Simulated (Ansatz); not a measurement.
# Cl₄H₃O₂Ta: what the fields show

Input file:

```
crystal:
  periodic: [false, false, false]
  atoms:
    - { symbol: Ta, position_ang: [-0.296664, 0.146921, 0.320634] }
    - { symbol: Cl, position_ang: [2.115238, 0.501485, 0.49003] }
    - { symbol: Cl, position_ang: [-0.318685, 0.180019, 2.663207] }
    - { symbol: Cl, position_ang: [0.130927, -0.646278, -1.858546] }
    - { symbol: O, position_ang: [-0.958516, 1.788783, -0.038683] }
    - { symbol: H, position_ang: [-1.334025, 2.647227, -0.165391] }
    - { symbol: Cl, position_ang: [-2.187642, -1.217825, 0.375013] }
    - { symbol: O, position_ang: [1.306998, -2.559531, 0.917334] }
    - { symbol: H, position_ang: [1.373452, -3.15937, 0.187496] }
    - { symbol: H, position_ang: [2.127018, -2.04033, 0.911206] }
basis:
  gaussian: { orbitals: def2-SVP }
hamiltonian:
  xc: hf
relax:
  f_tol: 0.03
  max_steps: 50
output:
  orbitals: {}
```

Command:

```sh
ansatz run input.yaml --threads 4 --pin off --max-ram 5120MiB --backend cpu --events-out ev --progress --plain --runs-dir out
```

The fields are those of the run's last geometry, not of the input's.

Core potentials replace the inner electrons of Ta.

All numbers below come from Ansatz 0.2.0, RHF/def2-SVP.

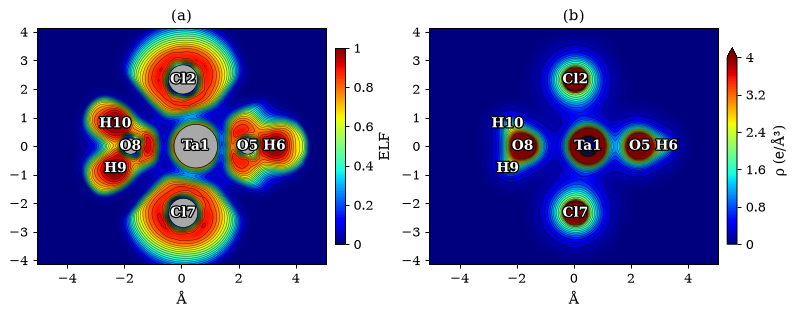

Figure 1. (a) electron localisation function; (b) electron density on the plane of atoms Cl2, Ta1 and O8. Grey discs cover the atomic cores in the ELF map.

Q: Describe what can be read from this map.

A: Atoms in the plane: Ta, Cl, O and H.
Ta–O (1.82 Å): ρ is about 1.1 e/Å³ halfway; the ELF peaks at about 0.80 in the valence shell of O, 0.5 Å from its nucleus, and drops to about 0.20 between the two atoms.
Ta–Cl (2.38 Å): ρ at the midpoint is about 0.59 e/Å³; the ELF peaks at about 0.85 in the valence shell of Cl, 0.9 Å from its nucleus, and is about 0.40 at the midpoint.
O–H (0.94 Å): the density is about 3.9 e/Å³ at the midpoint; the ELF climbs to about 1 towards the hydrogen, as it does in any bond to H: an ordinary covalent bond to hydrogen.

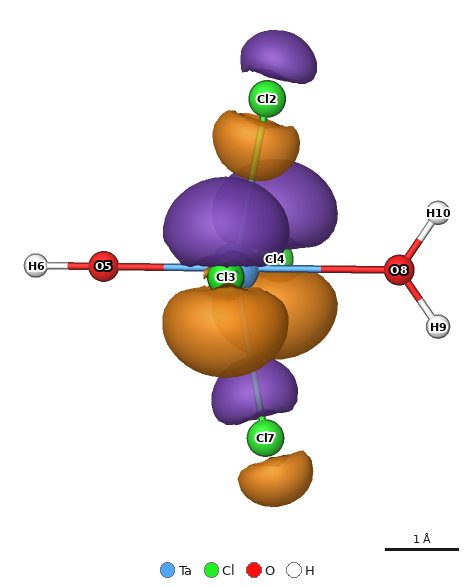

Figure 2. The HOMO−1 at ±0.15 Å⁻³ᐟ² (orange and purple are the two phases), seen across its widest extent.

Q: What is the character of this orbital?

A: By Hirshfeld shares it lies mainly on Cl3 (about 40 %), Cl4 (about 35 %), Cl2 (about 10 %) and Cl7 (about 10 %); largely a combination of lone pairs on Cl3, Cl4, Cl2 and Cl7. Its energy is −11.95 eV.
